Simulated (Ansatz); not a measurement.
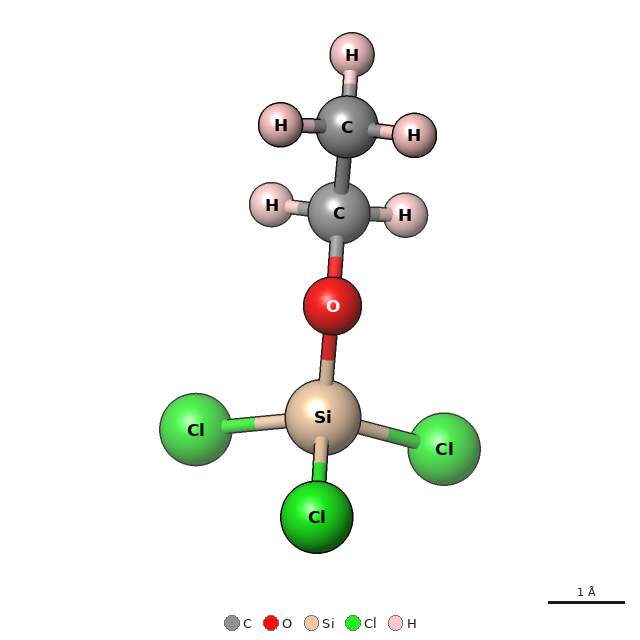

Atoms fade into the background with distance from the viewer. The computed structure is the end point of a PBE0-D4/def2-TZVP optimisation. Masses are those of the most abundant isotopes; constants are for the rigid equilibrium geometry.

> What kind of rotor is it, and what are its rotational constants in MHz?

An asymmetric top (Cs): A = 1300, B = 826, C = 820 MHz. Ray's parameter κ is −0.97, close to the prolate limit.
